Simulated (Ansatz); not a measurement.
# CoSi+ (septet): the correlation ladder, def2-SVP

How much of the correlation energy of CoSi+ (septet) does each wave-function method recover here?

Computed with Ansatz 0.2.0, Gaussian basis. Level: def2-SVP, core rule «outside noble gas», up to 14 orbitals frozen.

Plan: UHF; CCSD(T) on ROHF; CCSD(T) on UHF; CISD; CCSDT(Q) on ROHF; CCSDT(Q) on UHF; CASSCF and MRCISD+Q, 12 electrons in 10 orbitals; CASSCF and NEVPT2, 12 electrons in 10 orbitals.

9 further runs of the same task are left out: 3 that didn't finish, 6 set aside as unsound or not needed.

## (1) The system

The geometry is a PBE0/def2-TZVP stationary point (not a proven minimum) of the parent state, kept for this charge and spin.

2 atoms, charge 1, spin multiplicity 7.

Atoms are counted from 1 here; the program's logs count them from 0.

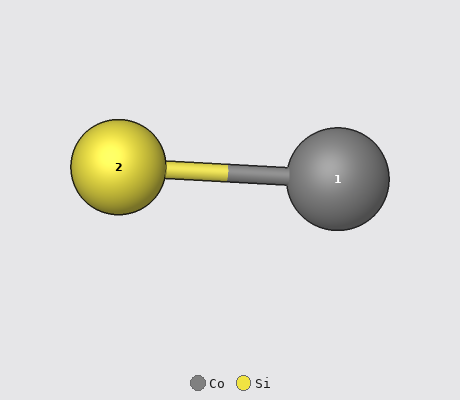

The geometry (cobalt grey, silicon yellow); atoms are numbered from 1 in the order of the file.

In the tables R marks a restricted open-shell determinant and U an unrestricted one; 'valence' is the active space of 12 electrons in 10 orbitals; energies count from the table's Hartree-Fock row.

## (2) UHF

The input, in.yaml:

```yaml
crystal:
  periodic: [false, false, false]
  atoms:
    - {symbol: Co, position_ang: [0.000000, 0.000000, 0.000000]}
    - {symbol: Si, position_ang: [0.000000, 0.000000, 2.357600]}
basis:
  gaussian: {orbitals: def2-SVP}
total_charge: 1
magnetization: {spin_polarized: true, initial_magnetization: 6}
hamiltonian: {xc: hf}
output: {orbitals: {seedname: orbitals}}
```

On the command line:

```
> ansatz run in.yaml --threads 1 --pin off --events-out ev --progress --plain --max-ram 2393MiB
```

The log of the run, cut to the lines that bear on the results:

```text
Functional definition: HF
  name "HF"
  cite "Fock, Z. Phys. 61, 126 (1930) doi:10.1007/BF01340294"
  parent pbe
[...]
498 factors; integrals over basis functions are off by at most 1.3e-3 eV
[...]
mean field -45435.57592350 eV, -1669.7266178491 hartree, gradient 4.8e-6 eV, S^2 12.045472; 11 other end points of the search recorded, 0 dependent functions left out
reference -45435.57592350 eV, -1669.7266178491 hartree; 23, 17 occupied and 26, 32 virtual orbitals, 498 factors
Total energy: -45435.57592350 eV, -1669.7266178491 hartree
```

Wall time 7 s (1 thread of Arm Neoverse V1, shared host).

From the report: ⟨S²⟩ of the determinant 12.045 (pure septet: 12.00).

## (3) CCSD(T) on ROHF

Changes to in.yaml since step 2:

```diff
@@ -8,4 +8,3 @@
 total_charge: 1
-magnetization: {spin_polarized: true, initial_magnetization: 6}
-hamiltonian: {xc: hf}
-output: {orbitals: {seedname: orbitals}}
+magnetization: {spin_polarized: false, initial_magnetization: 6}
+correlation: {method: ccsd_t, electrons: outside_noble_gas}
```

Same command.

The log of the run, cut to the lines that bear on the results:

```text
Functional definition: HF
  name "HF"
  cite "Fock, Z. Phys. 61, 126 (1930) doi:10.1007/BF01340294"
  parent pbe
[...]
498 factors; integrals over basis functions are off by at most 1.3e-3 eV
[...]
mean field -45435.27006288 eV, -1669.7153776786 hartree, gradient 5.9e-6 eV, S^2 12.000000; 44 other end points of the search recorded, 0 dependent functions left out
[...]
determinant -45435.27006288 eV, -1669.7153776786 hartree, with singles and doubles -45440.72904345 eV, -1669.9159915144 hartree
determinant -45435.24282090 eV, -1669.7143765543 hartree, with singles and doubles -45440.68606499 eV, -1669.9144120849 hartree
determinant -45435.17009325 eV, -1669.7117038626 hartree, with singles and doubles -45440.57896144 eV, -1669.9104761022 hartree
determinant -45434.87925173 eV, -1669.7010156337 hartree, with singles and doubles -45440.51343717 eV, -1669.9080681299 hartree
[...]
determinant -45435.24282090 eV, -1669.7143765543 hartree, with singles and doubles -45440.68800897 eV, -1669.9144835249 hartree
determinant -45435.17009325 eV, -1669.7117038626 hartree, with singles and doubles -45440.57987522 eV, -1669.9105096831 hartree
determinant -45434.87925173 eV, -1669.7010156337 hartree, with singles and doubles -45440.58440670 eV, -1669.9106762119 hartree
determinant -45434.81015167 eV, -1669.6984762536 hartree, with singles and doubles -45440.47307258 eV, -1669.9065847583 hartree
[...]
14 core orbitals not correlated: weight in the atoms' cores, before any rotation towards them, 1.000 or more for the frozen orbitals, at most 0.000 for the correlated occupied ones
reference -45435.27006288 eV, -1669.7153776786 hartree; 9, 3 occupied and 26, 32 virtual orbitals, 498 factors
second order -4.86676231 eV of doubles, -0.08310358 eV of singles
cycle   1  -5.46255606 eV  change   -1.7e-6 eV  update   6.7e-6
perturbative correction -0.16433873 eV, -0.0060393370 hartree
Total energy: -45440.89695767 eV, -1669.9221622483 hartree
```

It took 50 s on 1 thread of Arm Neoverse V1, shared host.

From the report: correlation -5.6269 eV; T1 0.034; largest double amplitude 0.05.

## (4) CCSD(T) on UHF

Changes to in.yaml since step 3:

```diff
@@ -8,3 +8,3 @@
 total_charge: 1
-magnetization: {spin_polarized: false, initial_magnetization: 6}
+magnetization: {spin_polarized: true, initial_magnetization: 6}
 correlation: {method: ccsd_t, electrons: outside_noble_gas}
```

Same command.

The log of the run, cut to the lines that bear on the results:

```text
Functional definition: HF
  name "HF"
  cite "Fock, Z. Phys. 61, 126 (1930) doi:10.1007/BF01340294"
  parent pbe
[...]
498 factors; integrals over basis functions are off by at most 1.3e-3 eV
[...]
mean field -45435.57592350 eV, -1669.7266178491 hartree, gradient 3.3e-6 eV, S^2 12.045472; 34 other end points of the search recorded, 0 dependent functions left out
determinant -45435.57592350 eV, -1669.7266178491 hartree, with singles and doubles -45440.82895586 eV, -1669.9196632278 hartree
determinant -45435.53208874 eV, -1669.7250069515 hartree, with singles and doubles -45440.78668091 eV, -1669.9181096519 hartree
determinant -45435.41802759 eV, -1669.7208152815 hartree, with singles and doubles -45440.68254603 eV, -1669.9142827657 hartree
determinant -45435.17963880 eV, -1669.7120546549 hartree, with singles and doubles -45440.59225996 eV, -1669.9109648139 hartree
[...]
determinant -45435.53208874 eV, -1669.7250069515 hartree, with singles and doubles -45440.78892000 eV, -1669.9181919369 hartree
determinant -45435.41802759 eV, -1669.7208152815 hartree, with singles and doubles -45440.68415009 eV, -1669.9143417138 hartree
determinant -45435.17963880 eV, -1669.7120546549 hartree, with singles and doubles -45440.65485215 eV, -1669.9132650343 hartree
determinant -45435.09399964 eV, -1669.7089074739 hartree, with singles and doubles -45440.54604176 eV, -1669.9092663264 hartree
14 core orbitals not correlated: weight in the atoms' cores, before any rotation towards them, 1.000 or more for the frozen orbitals, at most 0.000 for the correlated occupied ones
reference -45435.57592350 eV, -1669.7266178491 hartree; 9, 3 occupied and 26, 32 virtual orbitals, 498 factors
second order -4.71356712 eV of doubles, -0.00000000 eV of singles
cycle   1  -5.25599761 eV  change    4.3e-6 eV  update   4.9e-6
perturbative correction -0.15926221 eV, -0.0058527784 hartree
Total energy: -45440.99118332 eV, -1669.9256249769 hartree
```

Wall time 34 s (1 thread of Arm Neoverse V1, shared host).

From the report: ⟨S²⟩ of the determinant 12.045 (pure septet: 12.00); correlation -5.4153 eV; T1 0.027; largest double amplitude 0.05.

## (5) CISD

The input, in.yaml:

```yaml
crystal:
  periodic: [false, false, false]
  atoms:
    - {symbol: Co, position_ang: [0.000000, 0.000000, 0.000000]}
    - {symbol: Si, position_ang: [0.000000, 0.000000, 2.357600]}
basis:
  gaussian: {orbitals: def2-SVP}
total_charge: 1
magnetization: {spin_polarized: false, initial_magnetization: 6}
correlation: {active_space: {ras: {orbitals: [3, 6, 26], electrons: 12, max_holes: 2, max_particles: 2}, fixed_orbitals: true}}
```

The command is unchanged.

The log of the run, cut to the lines that bear on the results:

```text
Functional definition: HF
  name "HF"
  cite "Fock, Z. Phys. 61, 126 (1930) doi:10.1007/BF01340294"
  parent pbe
[...]
498 factors; integrals over basis functions are off by at most 1.3e-3 eV
[...]
mean field -45435.27006288 eV, -1669.7153776786 hartree, gradient 5.9e-6 eV, S^2 12.000000; 31 other end points of the search recorded, 0 dependent functions left out
reference -45435.27006288 eV, -1669.7153776786 hartree; 23, 17 occupied and 26, 32 virtual orbitals, 498 factors
state -45440.43083077 eV, -1669.9050324007 hartree
Total energy: -45440.43083077 eV, -1669.9050324007 hartree
```

Wall time 36 s (1 thread of Arm Neoverse V1, shared host).

From the report: 264,228 determinants.

## (6) CCSDT(Q) on ROHF

Changes to in.yaml since step 5:

```diff
@@ -9,2 +9,2 @@
 magnetization: {spin_polarized: false, initial_magnetization: 6}
-correlation: {active_space: {ras: {orbitals: [3, 6, 26], electrons: 12, max_holes: 2, max_particles: 2}, fixed_orbitals: true}}
+correlation: {method: ccsdt_q, electrons: outside_noble_gas}
```

The command is unchanged.

The log of the run, cut to the lines that bear on the results:

```text
Functional definition: HF
  name "HF"
  cite "Fock, Z. Phys. 61, 126 (1930) doi:10.1007/BF01340294"
  parent pbe
[...]
808 factors; integrals over basis functions are off by at most 1.8e-7 eV
[...]
mean field -45435.27019133 eV, -1669.7153823990 hartree, gradient 2.1e-6 eV, S^2 12.000000; 44 other end points of the search recorded, 0 dependent functions left out
[...]
determinant -45435.27019133 eV, -1669.7153823990 hartree, with singles and doubles -45440.72920720 eV, -1669.9159975320 hartree
determinant -45435.24294874 eV, -1669.7143812525 hartree, with singles and doubles -45440.68622824 eV, -1669.9144180843 hartree
determinant -45435.17021989 eV, -1669.7117085165 hartree, with singles and doubles -45440.57912459 eV, -1669.9104820980 hartree
determinant -45434.87938276 eV, -1669.7010204490 hartree, with singles and doubles -45440.51360389 eV, -1669.9080742565 hartree
[...]
determinant -45435.17021989 eV, -1669.7117085165 hartree, with singles and doubles -45440.58003836 eV, -1669.9105156785 hartree
determinant -45434.87938276 eV, -1669.7010204490 hartree, with singles and doubles -45440.58457085 eV, -1669.9106822442 hartree
determinant -45434.81027888 eV, -1669.6984809282 hartree, with singles and doubles -45440.47323379 eV, -1669.9065906828 hartree
14 core orbitals not correlated: weight in the atoms' cores, before any rotation towards them, 1.000 or more for the frozen orbitals, at most 0.000 for the correlated occupied ones
reference -45435.27019133 eV, -1669.7153823990 hartree; 9, 3 occupied and 26, 32 virtual orbitals, 808 factors
second order -4.86680782 eV of doubles, -0.08309905 eV of singles
cycle   1  -5.22056551 eV  change   -2.7e-1 eV  update   8.1e-2
[...]
cycle  91  -5.66065934 eV  change   -2.9e-7 eV  update   2.6e-7
perturbative correction -0.00099392 eV, -0.0000365259 hartree
Total energy: -45440.93184459 eV, -1669.9234443189 hartree
```

Wall time 2 min (1 thread of Arm Neoverse V1, shared host); peak memory 0.38 GiB.

From the report: correlation -5.6617 eV; T1 0.042; largest double amplitude 0.13.

## (7) CCSDT(Q) on UHF

Changes to in.yaml since step 6:

```diff
@@ -8,3 +8,3 @@
 total_charge: 1
-magnetization: {spin_polarized: false, initial_magnetization: 6}
+magnetization: {spin_polarized: true, initial_magnetization: 6}
 correlation: {method: ccsdt_q, electrons: outside_noble_gas}
```

Launched as before.

The log of the run, cut to the lines that bear on the results:

```text
Functional definition: HF
  name "HF"
  cite "Fock, Z. Phys. 61, 126 (1930) doi:10.1007/BF01340294"
  parent pbe
[...]
808 factors; integrals over basis functions are off by at most 1.8e-7 eV
[...]
mean field -45435.57604239 eV, -1669.7266222183 hartree, gradient 9.2e-6 eV, S^2 12.045470; 38 other end points of the search recorded, 0 dependent functions left out
determinant -45435.57604239 eV, -1669.7266222183 hartree, with singles and doubles -45440.82911900 eV, -1669.9196692229 hartree
determinant -45435.53220722 eV, -1669.7250113054 hartree, with singles and doubles -45440.78684405 eV, -1669.9181156472 hartree
determinant -45435.41814559 eV, -1669.7208196179 hartree, with singles and doubles -45440.68270882 eV, -1669.9142887481 hartree
determinant -45435.17975974 eV, -1669.7120590995 hartree, with singles and doubles -45440.59242617 eV, -1669.9109709219 hartree
[...]
determinant -45435.41814559 eV, -1669.7208196179 hartree, with singles and doubles -45440.68431284 eV, -1669.9143476947 hartree
determinant -45435.17975974 eV, -1669.7120590995 hartree, with singles and doubles -45440.65501761 eV, -1669.9132711148 hartree
determinant -45435.09411724 eV, -1669.7089117955 hartree, with singles and doubles -45440.54620258 eV, -1669.9092722365 hartree
14 core orbitals not correlated: weight in the atoms' cores, before any rotation towards them, 1.000 or more for the frozen orbitals, at most 0.000 for the correlated occupied ones
reference -45435.57604239 eV, -1669.7266222183 hartree; 9, 3 occupied and 26, 32 virtual orbitals, 808 factors
second order -4.71361424 eV of doubles, -0.00000000 eV of singles
cycle   1  -4.99217004 eV  change   -2.8e-1 eV  update   7.9e-2
[...]
cycle  72  -5.44756142 eV  change   -3.9e-7 eV  update   6.2e-7
perturbative correction -0.00030484 eV, -0.0000112025 hartree
Total energy: -45441.02390864 eV, -1669.9268276103 hartree
```

It took 92 s on 1 thread of Arm Neoverse V1, shared host; peak memory 0.31 GiB.

From the report: ⟨S²⟩ of the determinant 12.045 (pure septet: 12.00); correlation -5.4479 eV; T1 0.030; largest double amplitude 0.06.

## (8) CASSCF and MRCISD+Q, 12 electrons in 10 orbitals

The input, in.yaml:

```yaml
crystal:
  periodic: [false, false, false]
  atoms:
    - {symbol: Co, position_ang: [0.000000, 0.000000, 0.000000]}
    - {symbol: Si, position_ang: [0.000000, 0.000000, 2.357600]}
basis:
  gaussian: {orbitals: def2-SVP}
total_charge: 1
magnetization: {spin_polarized: false, initial_magnetization: 6}
correlation: {method: fic_mrcisd_q, electrons: outside_noble_gas, active_space: {window: {electrons: 12, orbitals: 10}, shells: [{species: Co, l: s, shell: 4}, {species: Co, l: d, shell: 3}, {species: Si, l: s, shell: 3}, {species: Si, l: p, shell: 3}]}}
```

Launched as before.

The log of the run, cut to the lines that bear on the results:

```text
Functional definition: HF
  name "HF"
  cite "Fock, Z. Phys. 61, 126 (1930) doi:10.1007/BF01340294"
  parent pbe
[...]
808 factors; integrals over basis functions are off by at most 1.8e-7 eV
[...]
mean field -45435.27019133 eV, -1669.7153823990 hartree, gradient 2.1e-6 eV, S^2 12.000000; 31 other end points of the search recorded, 0 dependent functions left out
reference -45435.27019133 eV, -1669.7153823990 hartree; 23, 17 occupied and 26, 32 virtual orbitals, 808 factors
state -45435.70713561 eV, -1669.7314398052 hartree
contracted CI cycle   1: correlation 0.00000000 eV, 0.0000000000 hartree, residual 2.63e1 eV
contracted CI cycle   2: correlation -4.61964672 eV, -0.1697688855 hartree, residual 2.57e0 eV
contracted CI cycle   3: correlation -4.73492770 eV, -0.1740053835 hartree, residual 8.31e-1 eV
contracted CI cycle   4: correlation -4.74394981 eV, -0.1743369401 hartree, residual 2.02e-1 eV
contracted CI cycle   5: correlation -4.74471303 eV, -0.1743649877 hartree, residual 6.95e-2 eV
contracted CI cycle   6: correlation -4.74478807 eV, -0.1743677455 hartree, residual 1.89e-2 eV
contracted CI cycle   7: correlation -4.74479371 eV, -0.1743679526 hartree, residual 5.48e-3 eV
contracted CI cycle   8: correlation -4.74479415 eV, -0.1743679688 hartree, residual 1.40e-3 eV
contracted CI cycle   9: correlation -4.74479418 eV, -0.1743679701 hartree, residual 4.06e-4 eV
state -45435.70713561 eV, -1669.7314398052 hartree; corrected -45440.78279427 eV, -1669.9179668205 hartree
Total energy: -45440.78279427 eV, -1669.9179668205 hartree
Checks for a lower state left out: starts, orbital_swaps
```

It took 23 s on 1 thread of Arm Neoverse V1, shared host; peak memory 0.54 GiB.

From the report: 616 determinants; active occupations 1.97, 1.97, 1.96, 1.03, 1.03, 1.00, 1.00, 1.00, 1.00, 0.04.

## (9) CASSCF and NEVPT2, 12 electrons in 10 orbitals

The input, in.yaml:

```yaml
crystal:
  periodic: [false, false, false]
  atoms:
    - {symbol: Co, position_ang: [0.000000, 0.000000, 0.000000]}
    - {symbol: Si, position_ang: [0.000000, 0.000000, 2.357600]}
basis:
  gaussian: {orbitals: def2-SVP}
total_charge: 1
magnetization: {spin_polarized: false, initial_magnetization: 6}
correlation: {method: sc_nevpt2, electrons: outside_noble_gas, active_space: {window: {electrons: 12, orbitals: 10}, shells: [{species: Co, l: s, shell: 4}, {species: Co, l: d, shell: 3}, {species: Si, l: s, shell: 3}, {species: Si, l: p, shell: 3}]}}
```

Same command.

The log of the run, cut to the lines that bear on the results:

```text
Functional definition: HF
  name "HF"
  cite "Fock, Z. Phys. 61, 126 (1930) doi:10.1007/BF01340294"
  parent pbe
[...]
808 factors; integrals over basis functions are off by at most 1.8e-7 eV
[...]
mean field -45435.27019133 eV, -1669.7153823990 hartree, gradient 2.1e-6 eV, S^2 12.000000; 31 other end points of the search recorded, 0 dependent functions left out
reference -45435.27019133 eV, -1669.7153823990 hartree; 23, 17 occupied and 26, 32 virtual orbitals, 808 factors
state -45435.70713561 eV, -1669.7314398052 hartree
state -45435.70713561 eV, -1669.7314398052 hartree; corrected -45439.83414984 eV, -1669.8831047807 hartree
Total energy: -45439.83414984 eV, -1669.8831047807 hartree
Checks for a lower state left out: starts, orbital_swaps
```

Run time: 18 s. Hardware: 1 thread of Arm Neoverse V1, shared host.

From the report: 616 determinants; active occupations 1.97, 1.97, 1.96, 1.03, 1.03, 1.00, 1.00, 1.00, 1.00, 0.04.

## (10) Natural occupations

Natural occupations of the CASSCF valence state about the gap (report; correlated orbitals 4 to 10): 1.027, 1.027, 1.001, 1.000, 1.000, 0.999, 0.037. The count of effectively unpaired electrons, Σ n²(2 − n)², is 6.01; a single determinant of this spin has 6.

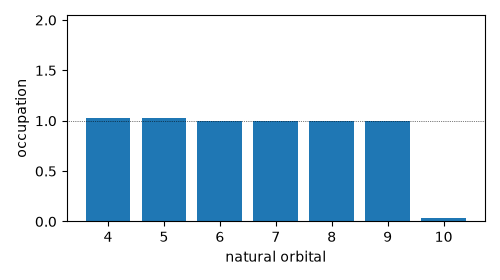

Natural occupations of the CASSCF valence state.

## (11) Misses and costs

No level here is safe as a reference; RCCSDT(Q) serves as a yardstick only. Rows without a time come out of other runs: HF, MP2 and CCSD of CCSD(T), CCSDT of CCSDT(Q), CASSCF and MRCISD of the multireference runs.

Differences are taken before rounding.

```tsv
method	energy from the lowest RHF (kJ/mol)	from RCCSDT(Q) (kJ/mol)	time
RHF	0.0	+546.3	
UHF	-29.5	+516.8	
RMP2	-477.6	+68.7	
UMP2	-484.3	+62.0	
CISD	-497.9	+48.3	36 s
RCCSD	-527.1	+19.2	
UCCSD	-536.6	+9.6	
RCCSD(T)	-542.9	+3.4	50 s
UCCSD(T)	-552.0	-5.7	34 s
RCCSDT	-546.2	+0.1	
UCCSDT	-555.1	-8.9	
RCCSDT(Q)	-546.3	0	2 min
UCCSDT(Q)	-555.2	-8.9	92 s
CASSCF valence	-42.2	+504.1	
NEVPT2 valence	-440.4	+105.9	18 s
MRCISD valence	-500.0	+46.3	
MRCISD+Q valence	-531.9	+14.4	23 s
```

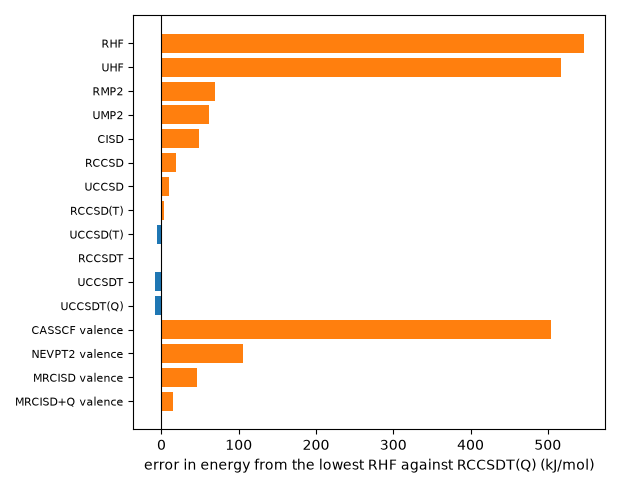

Deviations from RCCSDT(Q), method by method.

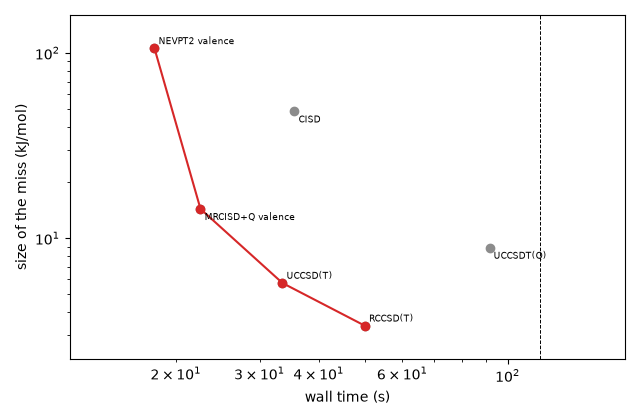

Accuracy for the time spent; red marks the levels that beat every quicker one drawn (of those quicker than the yardstick), and the dashed line is the time of RCCSDT(Q). Times are from a shared host.

## (12) Summary of results

```
                       quantity          value
 RCCSDT(Q) below the RHF energy     -5.6618 eV
            RMP2 from RCCSDT(Q)   +68.7 kJ/mol
            UMP2 from RCCSDT(Q)   +62.0 kJ/mol
           RCCSD from RCCSDT(Q)   +19.2 kJ/mol
        RCCSD(T) from RCCSDT(Q)    +3.4 kJ/mol
        UCCSD(T) from RCCSDT(Q)    -5.7 kJ/mol
       UCCSDT(Q) from RCCSDT(Q)    -8.9 kJ/mol
  NEVPT2 valence from RCCSDT(Q)  +105.9 kJ/mol
MRCISD+Q valence from RCCSDT(Q)   +14.4 kJ/mol
                  T1 diagnostic          0.034
 effectively unpaired electrons           6.01
```

What this shows: RCCSD(T) lands +3.4 kJ/mol from the yardstick (0.6 % of the correlation energy). CCSD(T) misses by +3.4 kJ/mol on the restricted determinant and by -5.7 kJ/mol on the unrestricted one; the two need not hold the same state or core. One determinant dominates.
